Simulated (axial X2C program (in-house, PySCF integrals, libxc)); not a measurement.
**VMg: properties at the nuclei**

Wanted for VMg: properties at the nuclei, at the two-component level.

Program: an in-house X2C program for linear molecules on PySCF integrals. Level of theory: two-component X2C with atomic mean-field terms, V dyall-cv3z, Mg dyall-cv3z. These are calculated values, not measurements.

### Step 1. The job

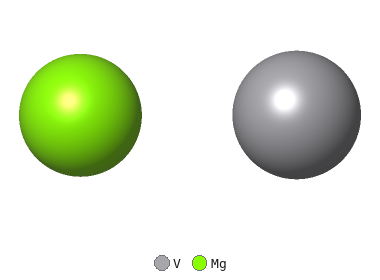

The two atoms at 2.730 Å (vanadium grey, magnesium green).

Contents of task.json:

```json
{"zs": [23, 12], "q": 0, "bas": ["dyall-cv3z", "dyall-cv3z"], "r0": 2.73, "levels": ["PBE0", "HF", "B3LYP", "BHandHLYP", "BP86"], "nst": 3}
```

Keys: zs atomic numbers; q charge; bas basis sets; r0 starting distance in Å; levels methods (HF also brings MP2); nst determinants followed.

Launch:

```
$ python soeom.py task.json out
```

Further steps of the session: Expectation values, lowest determinant; Expectation values, a higher determinant; Expectation values, a higher determinant.

Q: Predict the outcome of this session. Wanted: lowest determinant; Eeff magnitude; Ws magnitude V; A∥/gI V; qzz V; higher determinant (for each run or level that gives them).

The runs gave:

```
                                        quantity                                                      value
                              lowest determinant                    Ω = 5/2 (excess of +ω over −ω: ω = 5/2)
                    Eeff magnitude (GV/cm), PBE0                                                      0.077
                      Ws magnitude V (kHz), PBE0                                                     0.0168
                             A∥/gI V (MHz), PBE0                                                        236
                              qzz V (a.u.), PBE0                                                       0.99
                              higher determinant                    Ω = 1/2 (excess of +ω over −ω: ω = 1/2)
Eeff magnitude (GV/cm), PBE0, higher determinant                                                     0.0932
  Ws magnitude V (kHz), PBE0, higher determinant                                                     0.0931
         A∥/gI V (MHz), PBE0, higher determinant                                                        615
          qzz V (a.u.), PBE0, higher determinant                                                      -1.29
                              higher determinant  Ω = 9/2 (excess of +ω over −ω: ω = 1/2, ω = 3/2, ω = 5/2)
Eeff magnitude (GV/cm), PBE0, higher determinant                                                     0.0927
  Ws magnitude V (kHz), PBE0, higher determinant                                                     0.0103
         A∥/gI V (MHz), PBE0, higher determinant                                                        259
          qzz V (a.u.), PBE0, higher determinant                                                      -1.30
```

In words: In the first state, the effective field runs from 0.0404 to 0.123 GV/cm over the mean-field levels, so the levels don't agree on it. The expectation values come from single determinants, which for open shells can mix terms of unlike spin or miss the lowest Ω, so a determinant need not be a state. Eeff is the effective electric field on the electron dipole moment in this Ω state and Ws the scalar–pseudoscalar constant (defined with the proton number Z and per Ω); A∥ is the parallel hyperfine constant, which follows by multiplying with the nuclear g factor gI = μI/(I μN); qzz is the electric field gradient, eQq0 = 234.96 MHz × Q/barn × qzz; μ is positive if Mg is the positive end. The operators were transformed with the bare-nucleus X2C matrices. A second determinant lies within 0.1 eV of the first, so their order is not settled at this level.
